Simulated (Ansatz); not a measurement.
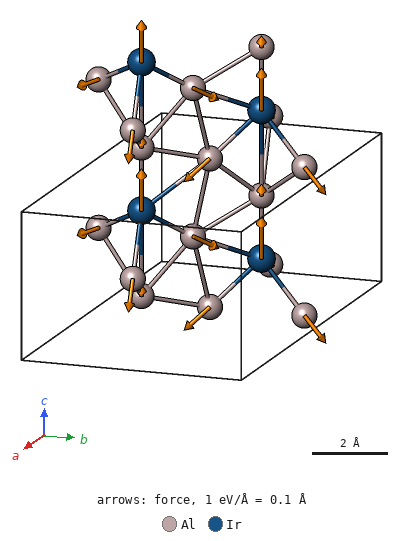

Starting geometry of solid Al4Ir (a generated structure, set up in P6_3mc) (coarse preliminary run) with the computed forces as orange arrows. The picture is a ball-and-stick view of the cell of the calculation, repeated 1 × 1 × 2 with one cell outlined, seen from a free direction.

These are results of Ansatz, DFT PBE, scalar-relativistic, plane waves, PAW, not measurements. Settings: plane-wave cutoff 420 eV; k-point mesh 3 × 3 × 4; occupations gaussian; smearing width 0.1 eV; no spin polarisation; cell and atoms relaxed; force threshold 0.04 eV/Å; at most 70 steps.

Is this structure relaxed? If not, where do the atoms go?

It isn't relaxed: the largest force vector, on Ir atoms, is 13.97 eV/Å. The final displacements follow the starting forces only in part (cosine between the two patterns 0.61). The largest moves relative to the cell, 0.32 Å, are those of Al atoms. Largest moves by element: Al 0.32 Å, Ir 0.08 Å. The volume changes by +75.2 %, with a = b 6.003 → 7.651 Å (+27.4 %), c 4.879 → 5.263 Å (+7.9 %). Near-neighbour distances that change, for instance: Al–Ir 1.925 → 2.571 Å, Al–Ir 2.073 → 2.632 Å, Al–Al 2.154 → 2.571 Å, Al–Al 2.175 → 2.570 Å. Bond angles that change, for instance: Al–Al–Al 148.2° → 120.8°, Al–Al–Ir 86.2° → 61.6°, Al–Al–Al 157.3° → 180.0°. The space group (tolerance 0.01 Å) goes from P6_3mc (No. 186) to P6_3/mmc (No. 194). Over 8 accepted moves (10 points after the start) the energy falls by 3059 meV per atom. The largest force component goes from 14 to 0.0077 eV/Å. The pressure goes from 123.55 to 0.05 GPa. The SCF was repeated twice at an unchanged geometry on a basis and grid sized afresh for the cell, which shifted the energy by 84.1 meV per atom at most.
